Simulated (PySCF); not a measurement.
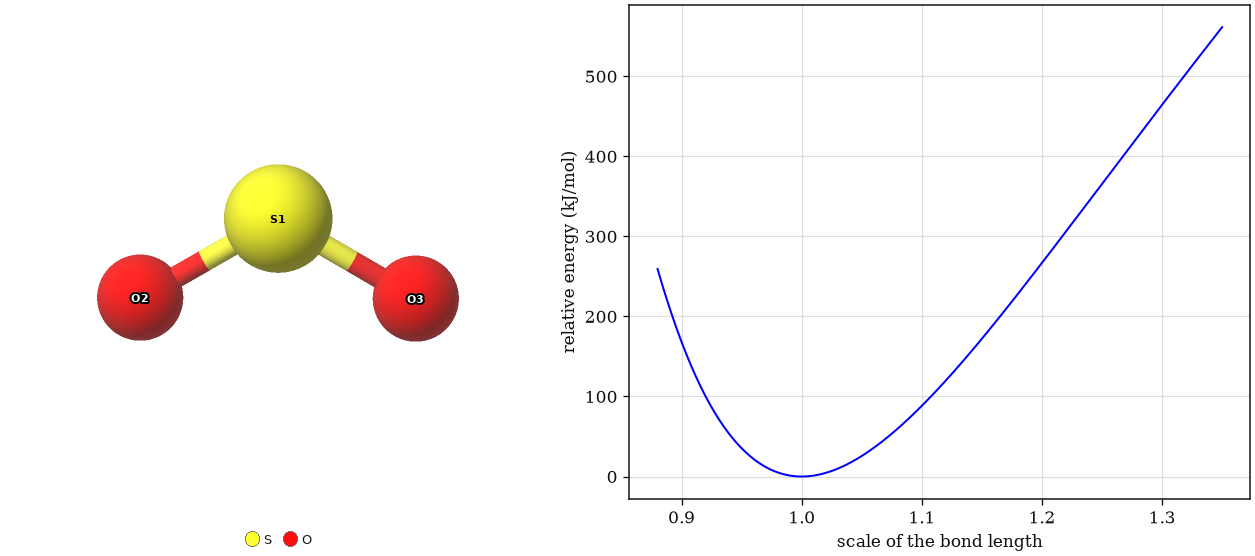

Rigid scan of SO₂, singlet, from a minimum of the shape that electron-pair counting expects: all bonds to atom 1 scaled (atom 1 is the central atom). TPSS/def2-TZVP in PySCF, restricted determinant, no spin-orbit coupling; energies counted from the minimum. Splines pass through the computed points.

What does it cost to go to either end of the scan?

Answer. 259.2 kJ/mol at 0.88 and 561.4 kJ/mol at 1.35.

Give the values at the computed points.

Answer. In kJ/mol:
| scale of the bond length | TPSS |
| --- | --- |
| 0.88 | 259.2 |
| 0.92 | 100.1 |
| 0.96 | 21.8 |
| 1.00 | 0.0 |
| 1.04 | 17.0 |
| 1.08 | 60.0 |
| 1.14 | 154.3 |
| 1.22 | 306.1 |
| 1.35 | 561.4 |
